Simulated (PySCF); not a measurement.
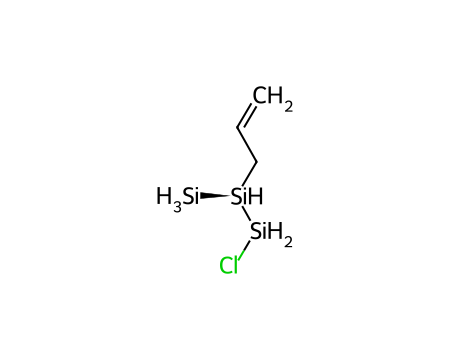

Give its SMILES.

Answer. C=CC[Si@H]([SiH3])[SiH2]Cl

Give the formula, hydrogens included.

Answer. C3H11ClSi3.

An optimisation with GFN2-xTB gave a structure of which point group?

Answer. C1.

More results for the same structure follow; atom numbers are the same in all pictures, views and colours differ. The computed structure is the end point of a GFN2-xTB optimisation. No frequency run is at hand to confirm it as a minimum.

## Shape

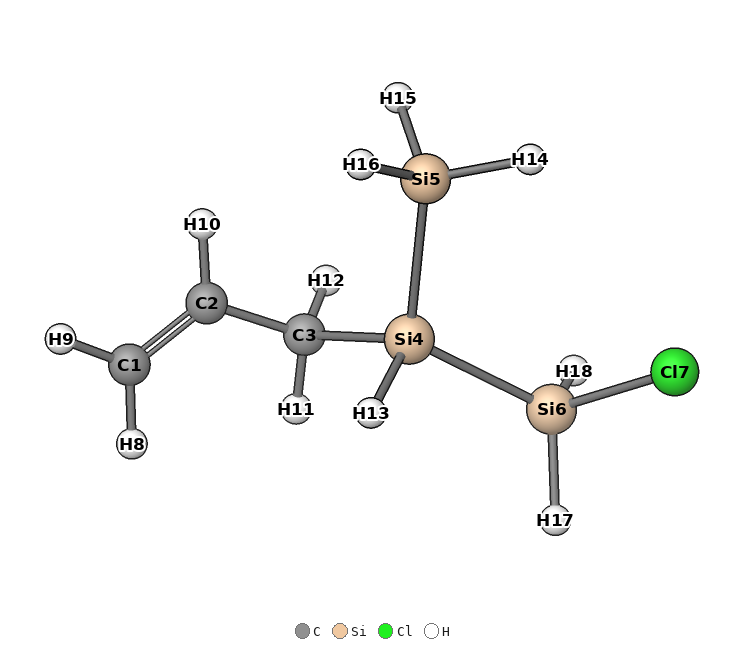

No frequency run is at hand to confirm it as a minimum.

Describe the coordination of atom 4.

Answer. Si4 has 4 neighbours (C3 at 1.93, Si5 at 2.33, Si6 at 2.33, H13 at 1.48 Å); the arrangement is tetrahedral.

How are the neighbours of atom 2 arranged?

Answer. C2 has 3 neighbours (C1 at 1.32, C3 at 1.48, H10 at 1.08 Å); the arrangement is trigonal planar.

How are the neighbours of atom 5 arranged?

Answer. Si5 has 4 neighbours (Si4 at 2.33, H14 at 1.46, H15 at 1.47, H16 at 1.47 Å); the arrangement is tetrahedral.

Describe the coordination of atom 1.

Answer. C1 has 3 neighbours (C2 at 1.32, H8 at 1.08, H9 at 1.08 Å); the arrangement is trigonal planar.

What is the dihedral angle C3–Si4–Si6–Cl7?

Answer. 161° in size, that is anti.

## Dipole moment

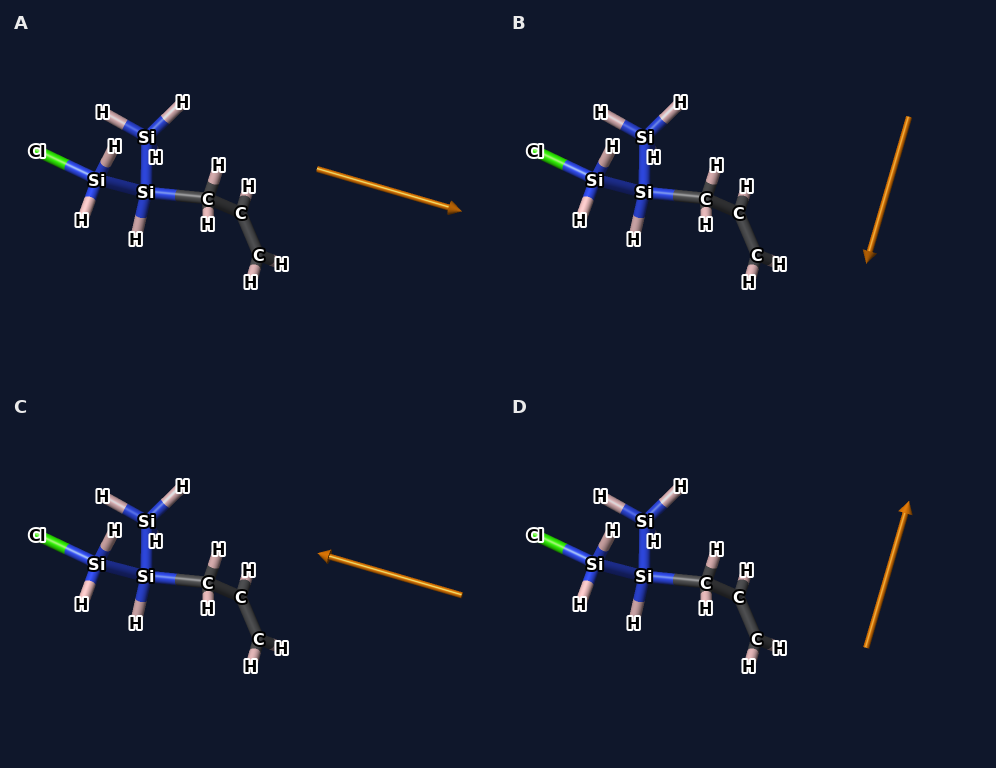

The same molecule four times, each with an arrow. No frequency run is at hand to confirm it as a minimum. Level of theory: B3LYP/def2-SVPD, gas phase (PySCF 2.14.0).

Which arrow points along the dipole moment, from the negative to the positive end?

Answer. A. The dipole moment is 1.76 D.

## Excitation

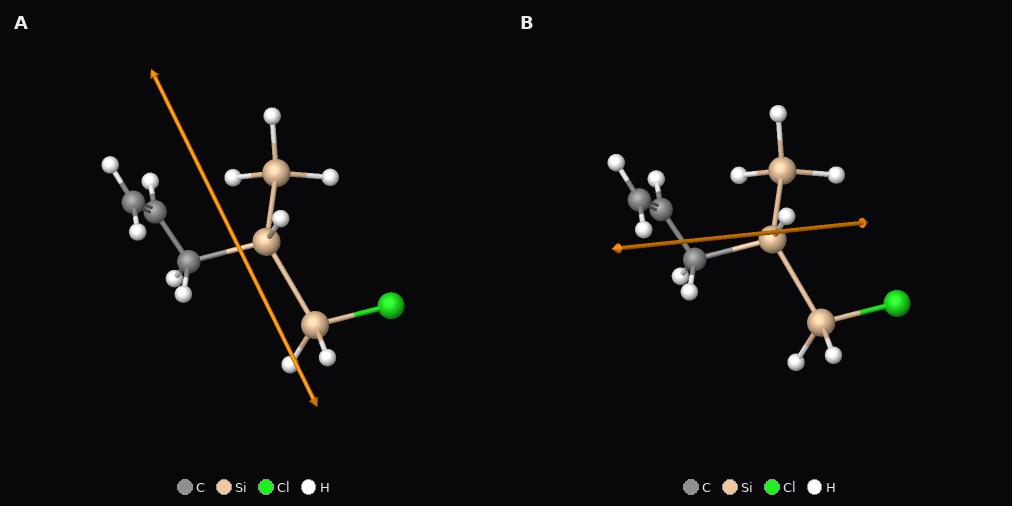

The double arrows show the directions of two transition dipoles from the ground state (lengths mean nothing). No frequency run is at hand to confirm it as a minimum. Method: TDDFT B3LYP/def2-SVPD, vertical, gas phase, core orbitals frozen in the response (PySCF 2.14.0).

One belongs to singlet state 3 and one to singlet state 5. Which is which?

Answer. A: state 5, 6.33 eV (196 nm), oscillator strength 0.054, mainly HOMO−1 → LUMO+1 (weight 0.76).
B: state 3, 5.97 eV (208 nm), oscillator strength 0.057, of mixed character, with the largest part HOMO−1 → LUMO (weight 0.47).

## Polarisability

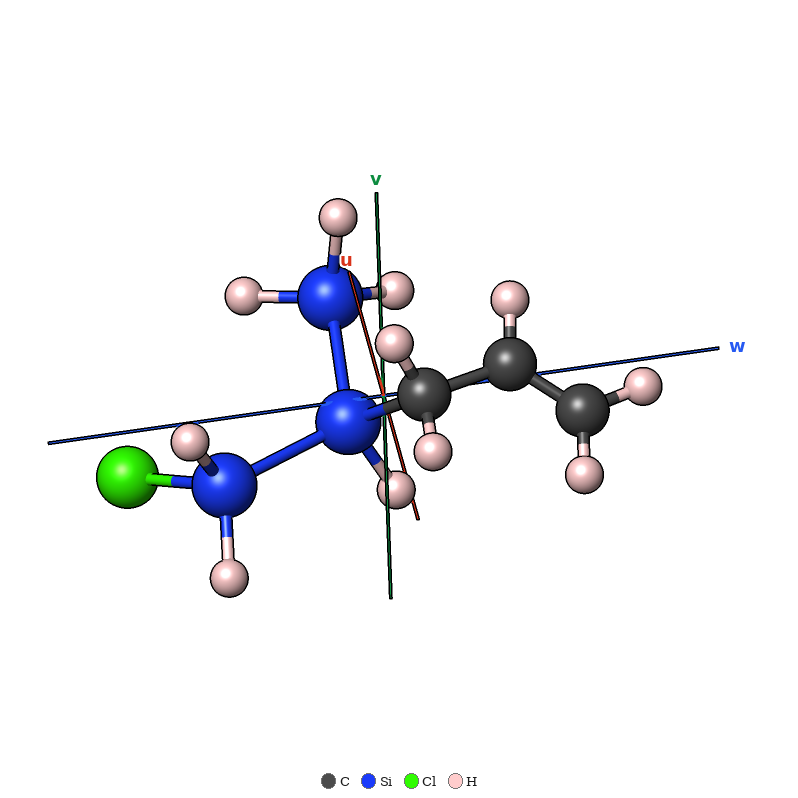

The lines u, v and w are the principal axes of the static dipole polarisability. No frequency run is at hand to confirm it as a minimum. Method: B3LYP/def2-SVPD (PySCF 2.14.0).

Along which axis is the molecule most polarisable, and along which least?

Answer. Most along w, least along u.

Give the three principal values.

Answer. u 108.8, v 140.9, w 169.7 bohr³; mean 139.8, anisotropy 52.8 bohr³.

The geometry is semi-empirical. Around Si such bond lengths and angles can be off by a tenth of an ångström or more and by several degrees, and values that hang on the shape move with them.
